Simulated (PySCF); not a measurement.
# SiHF₃: NMR shifts at several levels of theory, part 2 of 2

PySCF 2.14.0. Atoms count from 0. The steps go on from the part before.

## (8) Nuclear shieldings: PBE0/cc-pVTZ

The job: settings as JSON, then the geometry in Å.

```
{"job": {"kind": "nmr", "xc": "PBE0", "basis": "cc-pVTZ", "pop": true}, "charge": 0, "multiplicity": 1}
F     -0.131182     1.414772    -0.502896
Si     0.179740    -0.027689     0.112549
F     -0.653304    -1.110981    -0.717306
F      1.734744    -0.329817    -0.102254
H     -0.169754    -0.075885     1.535441
```

With the program's defaults for keys left out, this is: GIAO PBE0/cc-pVTZ NMR shielding, non-relativistic, gas phase.

The log of the run:

```text
coarse grid: 5504 points
cycle   1  E = -589.4210440799  dE =  2.915e-01  |g| = 8.625e-01  |ddm| = 3.896e+00
cycle   2  E = -589.2806039779  dE =  1.404e-01  |g| = 1.338e+00  |ddm| = 2.032e+00
cycle   3  E = -589.5345303875  dE = -2.539e-01  |g| = 2.208e-02  |ddm| = 1.177e+00
cycle   4  E = -589.5345925863  dE = -6.220e-05  |g| = 8.679e-03  |ddm| = 3.378e-02
cycle   5  E = -589.5346031361  dE = -1.055e-05  |g| = 5.232e-04  |ddm| = 1.323e-02
cycle   6  E = -589.5346032014  dE = -6.525e-08  |g| = 3.434e-04  |ddm| = 1.431e-03
final grid: 52112 points
cycle   7  E = -589.5404865065  dE = -2.905e-05  |g| = 1.746e-03  |ddm| = 2.881e-02
cycle   8  E = -589.5404863486  dE =  1.578e-07  |g| = 1.997e-03  |ddm| = 3.503e-03
cycle   9  E = -589.5404868766  dE = -5.279e-07  |g| = 2.978e-04  |ddm| = 2.018e-03
cycle  10  E = -589.5404868881  dE = -1.156e-08  |g| = 5.594e-05  |ddm| = 3.192e-04
cycle  11  E = -589.5404868885  dE = -3.914e-10  |g| = 2.671e-05  |ddm| = 8.072e-05
converged SCF energy = -589.5404868885

GIAO shielding tensors (ppm)
atom      isotropic    diamagn.    paramagn.     s11        s22        s33       span
  0 F      312.736     464.876    -152.140    256.610    276.547    405.051    148.441
  1 Si     419.929     882.634    -462.704    415.671    415.790    428.328     12.657
  2 F      312.748     464.923    -152.176    256.582    276.560    405.101    148.520
  3 F      312.728     464.427    -151.699    256.655    276.573    404.955    148.301
  4 H       26.468      28.896      -2.429     23.447     23.448     32.509      9.062
```

Run time: 5.7 s. Hardware: 1 thread of Arm Neoverse V1, shared host; peak memory 0.58 GiB.

In short: δ F0 -130.1, Si1 -59.9, H4 4.82 ppm (means over like atoms).

## (9) NMR shieldings: PBE0/aug-cc-pVDZ

The job: settings as JSON, then the geometry in Å.

```
{"job": {"kind": "nmr", "xc": "PBE0", "basis": "aug-cc-pVDZ", "pop": true}, "charge": 0, "multiplicity": 1}
F     -0.131182     1.414772    -0.502896
Si     0.179740    -0.027689     0.112549
F     -0.653304    -1.110981    -0.717306
F      1.734744    -0.329817    -0.102254
H     -0.169754    -0.075885     1.535441
```

With the program's defaults for keys left out, this is: GIAO PBE0/aug-cc-pVDZ NMR shielding, non-relativistic, gas phase.

The log of the run:

```text
coarse grid: 5504 points
cycle   1  E = -589.3245479277  dE =  3.265e-01  |g| = 7.709e-01  |ddm| = 4.260e+00
cycle   2  E = -589.2072121807  dE =  1.173e-01  |g| = 1.168e+00  |ddm| = 2.524e+00
cycle   3  E = -589.4261222642  dE = -2.189e-01  |g| = 2.850e-02  |ddm| = 1.385e+00
cycle   4  E = -589.4262737408  dE = -1.515e-04  |g| = 7.388e-03  |ddm| = 9.570e-02
cycle   5  E = -589.4262847597  dE = -1.102e-05  |g| = 2.109e-04  |ddm| = 1.936e-02
cycle   6  E = -589.4262847753  dE = -1.559e-08  |g| = 1.150e-04  |ddm| = 1.136e-03
final grid: 52112 points
cycle   7  E = -589.4294137510  dE = -1.059e-05  |g| = 6.439e-04  |ddm| = 2.835e-02
cycle   8  E = -589.4294137808  dE = -2.986e-08  |g| = 5.586e-04  |ddm| = 2.050e-03
cycle   9  E = -589.4294138233  dE = -4.245e-08  |g| = 1.841e-04  |ddm| = 8.285e-04
cycle  10  E = -589.4294138286  dE = -5.343e-09  |g| = 2.215e-05  |ddm| = 2.187e-04
cycle  11  E = -589.4294138286  dE = -4.570e-11  |g| = 1.499e-05  |ddm| = 4.056e-05
converged SCF energy = -589.4294138286

GIAO shielding tensors (ppm)
atom      isotropic    diamagn.    paramagn.     s11        s22        s33       span
  0 F      330.321     471.362    -141.040    281.294    304.201    405.468    124.174
  1 Si     466.265     869.949    -403.683    463.799    463.860    471.138      7.339
  2 F      330.332     471.403    -141.071    281.261    304.217    405.519    124.258
  3 F      330.307     470.911    -140.604    281.329    304.220    405.371    124.042
  4 H       26.234      23.980       2.254     23.006     23.007     32.688      9.682
```

Run time: 4.1 s. Hardware: 1 thread of Arm Neoverse V1, shared host; peak memory 0.44 GiB.

In short: δ F0 -136.2, Si1 -49.5, H4 5.16 ppm (means over like atoms).

## (10) Nuclear shieldings: PBE0/IGLO-III

The job: settings as JSON, then the geometry in Å.

```
{"job": {"kind": "nmr", "xc": "PBE0", "basis": "IGLO-III", "pop": true}, "charge": 0, "multiplicity": 1}
F     -0.131182     1.414772    -0.502896
Si     0.179740    -0.027689     0.112549
F     -0.653304    -1.110981    -0.717306
F      1.734744    -0.329817    -0.102254
H     -0.169754    -0.075885     1.535441
```

With the program's defaults for keys left out, this is: GIAO PBE0/IGLO-III NMR shielding, non-relativistic, gas phase.

The log of the run:

```text
coarse grid: 5504 points
cycle   1  E = -589.4400392349  dE =  2.778e-01  |g| = 8.745e-01  |ddm| = 1.713e+00
cycle   2  E = -589.2902774687  dE =  1.498e-01  |g| = 1.370e+00  |ddm| = 7.769e-01
cycle   3  E = -589.5546297465  dE = -2.644e-01  |g| = 3.063e-02  |ddm| = 4.625e-01
cycle   4  E = -589.5547214959  dE = -9.175e-05  |g| = 1.085e-02  |ddm| = 2.362e-02
cycle   5  E = -589.5547350601  dE = -1.356e-05  |g| = 5.818e-04  |ddm| = 5.116e-03
cycle   6  E = -589.5547351317  dE = -7.159e-08  |g| = 3.408e-04  |ddm| = 8.559e-04
final grid: 52112 points
cycle   7  E = -589.5667786818  dE = -5.340e-05  |g| = 2.472e-03  |ddm| = 1.316e-02
cycle   8  E = -589.5667784048  dE =  2.770e-07  |g| = 2.454e-03  |ddm| = 1.554e-03
cycle   9  E = -589.5667791376  dE = -7.328e-07  |g| = 5.795e-04  |ddm| = 9.307e-04
cycle  10  E = -589.5667791806  dE = -4.298e-08  |g| = 8.587e-05  |ddm| = 1.831e-04
cycle  11  E = -589.5667791812  dE = -6.388e-10  |g| = 1.880e-05  |ddm| = 3.932e-05
converged SCF energy = -589.5667791812

GIAO shielding tensors (ppm)
atom      isotropic    diamagn.    paramagn.     s11        s22        s33       span
  0 F      311.533     470.933    -159.400    258.332    273.932    402.334    144.002
  1 Si     419.809     880.324    -460.515    413.231    413.362    432.834     19.603
  2 F      311.543     470.960    -159.416    258.297    273.942    402.391    144.095
  3 F      311.519     470.666    -159.147    258.374    273.954    402.228    143.854
  4 H       26.354      27.569      -1.215     23.361     23.362     32.340      8.979
```

Run time: 6 s. Hardware: 1 thread of Arm Neoverse V1, shared host; peak memory 0.62 GiB.

This run: δ F0 -136.9, Si1 -74.5, H4 5.02 ppm (means over like atoms).

## (11) Shielding tensors: PBE0/pcSseg-0

The job: settings as JSON, then the geometry in Å.

```
{"job": {"kind": "nmr", "xc": "PBE0", "basis": "pcSseg-0", "pop": true}, "charge": 0, "multiplicity": 1}
F     -0.131182     1.414772    -0.502896
Si     0.179740    -0.027689     0.112549
F     -0.653304    -1.110981    -0.717306
F      1.734744    -0.329817    -0.102254
H     -0.169754    -0.075885     1.535441
```

Level: GIAO PBE0/pcSseg-0 NMR shielding, non-relativistic, gas phase.

The log of the run:

```text
coarse grid: 5504 points
cycle   1  E = -588.2565481443  dE =  3.250e-01  |g| = 8.118e-01  |ddm| = 2.195e+00
cycle   2  E = -588.1928479928  dE =  6.370e-02  |g| = 1.093e+00  |ddm| = 1.670e+00
cycle   3  E = -588.3725581134  dE = -1.797e-01  |g| = 2.304e-02  |ddm| = 8.754e-01
cycle   4  E = -588.3726869073  dE = -1.288e-04  |g| = 4.816e-03  |ddm| = 4.251e-02
cycle   5  E = -588.3726926519  dE = -5.745e-06  |g| = 4.278e-04  |ddm| = 6.759e-03
final grid: 52112 points
cycle   6  E = -588.3424182704  dE = -3.679e-06  |g| = 5.490e-03  |ddm| = 7.093e-03
cycle   7  E = -588.3424158977  dE =  2.373e-06  |g| = 6.806e-03  |ddm| = 8.098e-03
cycle   8  E = -588.3424223607  dE = -6.463e-06  |g| = 1.767e-04  |ddm| = 4.749e-03
cycle   9  E = -588.3424223648  dE = -4.127e-09  |g| = 7.834e-05  |ddm| = 1.769e-04
cycle  10  E = -588.3424223657  dE = -9.235e-10  |g| = 1.033e-05  |ddm| = 6.386e-05
converged SCF energy = -588.3424223657

GIAO shielding tensors (ppm)
atom      isotropic    diamagn.    paramagn.     s11        s22        s33       span
  0 F      343.724     475.644    -131.919    270.618    358.866    401.689    131.072
  1 Si     380.404     871.952    -491.548    372.495    384.314    384.403     11.908
  2 F      343.721     475.683    -131.962    270.579    358.825    401.760    131.181
  3 F      343.712     475.287    -131.576    270.640    358.955    401.540    130.900
  4 H       27.161      28.038      -0.877     23.299     23.299     34.884     11.585
```

It took 1.6 s on 1 thread of Arm Neoverse V1, shared host; peak memory 0.43 GiB.

In short: δ F0 -165.3, Si1 -31.9, H4 5.67 ppm (means over like atoms).

## (12) NMR shieldings: PBE0/pcSseg-3

The job: settings as JSON, then the geometry in Å.

```
{"job": {"kind": "nmr", "xc": "PBE0", "basis": "pcSseg-3", "pop": true}, "charge": 0, "multiplicity": 1}
F     -0.131182     1.414772    -0.502896
Si     0.179740    -0.027689     0.112549
F     -0.653304    -1.110981    -0.717306
F      1.734744    -0.329817    -0.102254
H     -0.169754    -0.075885     1.535441
```

With the program's defaults for keys left out, this is: GIAO PBE0/pcSseg-3 NMR shielding, non-relativistic, gas phase.

The log of the run:

```text
coarse grid: 5504 points
cycle   1  E = -589.4724745797  dE =  2.781e-01  |g| = 8.617e-01  |ddm| = 1.600e+00
cycle   2  E = -589.3242339455  dE =  1.482e-01  |g| = 1.359e+00  |ddm| = 6.797e-01
cycle   3  E = -589.5846082665  dE = -2.604e-01  |g| = 2.555e-02  |ddm| = 4.091e-01
cycle   4  E = -589.5846764449  dE = -6.818e-05  |g| = 1.075e-02  |ddm| = 2.004e-02
cycle   5  E = -589.5846905656  dE = -1.412e-05  |g| = 5.702e-04  |ddm| = 4.144e-03
cycle   6  E = -589.5846906300  dE = -6.437e-08  |g| = 3.566e-04  |ddm| = 7.993e-04
final grid: 52112 points
cycle   7  E = -589.5958638933  dE = -9.316e-05  |g| = 1.740e-03  |ddm| = 2.969e-02
cycle   8  E = -589.5958640168  dE = -1.235e-07  |g| = 8.832e-04  |ddm| = 1.269e-03
cycle   9  E = -589.5958640672  dE = -5.041e-08  |g| = 6.637e-04  |ddm| = 4.834e-04
cycle  10  E = -589.5958641257  dE = -5.849e-08  |g| = 7.873e-05  |ddm| = 1.921e-04
cycle  11  E = -589.5958641266  dE = -9.221e-10  |g| = 1.370e-05  |ddm| = 3.433e-05
converged SCF energy = -589.5958641266

GIAO shielding tensors (ppm)
atom      isotropic    diamagn.    paramagn.     s11        s22        s33       span
  0 F      311.579     467.620    -156.041    258.103    273.178    403.457    145.354
  1 Si     411.496     874.167    -462.671    405.184    405.315    423.989     18.805
  2 F      311.591     467.654    -156.064    258.068    273.188    403.515    145.446
  3 F      311.563     467.314    -155.751    258.140    273.195    403.354    145.214
  4 H       26.184      26.982      -0.797     23.223     23.224     32.106      8.883
```

Wall time 24 s (1 thread of Arm Neoverse V1, shared host); peak memory 1 GiB.

Key values: δ F0 -137.8, Si1 -73.5, H4 4.99 ppm (means over like atoms).

## (13) Side by side: NMR shifts

Shifts (ppm), means over like atoms, with basis size and wall time:

```tsv
run	H4	F0	Si1	functions	time
PBE0/6-31G*	5.09	-121.1	-43.3	62	2.3 s
PBE0/6-311+G(2d,p)	5.06	-141.6	-67.9	122	4.6 s
PBE0/def2-SVP	4.38	-106.8	-65.6	65	2.2 s
PBE0/def2-TZVP	4.98	-130.3	-73.6	136	5.5 s
PBE0/cc-pVDZ	4.44	-118.1	-54.3	65	2.4 s
PBE0/cc-pVTZ	4.82	-130.1	-59.9	138	5.7 s
PBE0/aug-cc-pVDZ	5.16	-136.2	-49.5	105	4.1 s
PBE0/IGLO-III	5.02	-136.9	-74.5	159	6 s
PBE0/pcSseg-0	5.67	-165.3	-31.9	42	1.6 s
PBE0/pcSseg-3	4.99	-137.8	-73.5	325	24 s
```

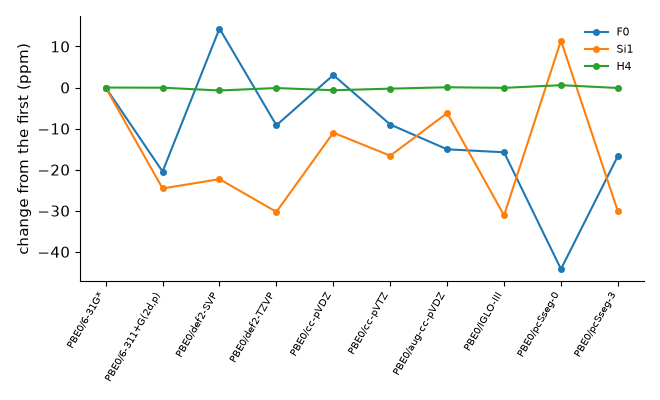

How the tabulated atoms move from run to run.

## (14) Results

What follows sums up all 2 parts.

| quantity | value |
| --- | --- |
| point group | C3v |
| rotational constants (main isotopes) | 6.92, 6.91, 3.98 GHz |
| ¹H shifts against TMS (PBE0/6-31G*) | 5.09 ppm |
| ¹⁹F shifts against CFCl3 (PBE0/6-31G*, means over atoms taken as alike) | -121.1 ppm |
| ²⁹Si shifts against TMS (PBE0/6-31G*) | -43.3 ppm |
| range of the shift of F0 | -165.3 to -106.8 ppm |

**Reading.** Single values in the summary come from the first run of each kind that ended normally (PBE0/6-31G*), which need not be the best level. The optimisation took 9 steps and gained 0.114 eV; among the close pairs (by a distance rule), Si1–H4 changed most, from 1.419 to 1.466 Å. At PBE0/6-31G*: The widest tensor belongs to F0, F2, F3: span 150 ppm, with a paramagnetic part of -148 ppm. Across the 10 runs the shift of F0 (with its like atoms) moves most, between -165.3 (PBE0/pcSseg-0) and -106.8 ppm (PBE0/def2-SVP). Part of that comes from the computed reference.
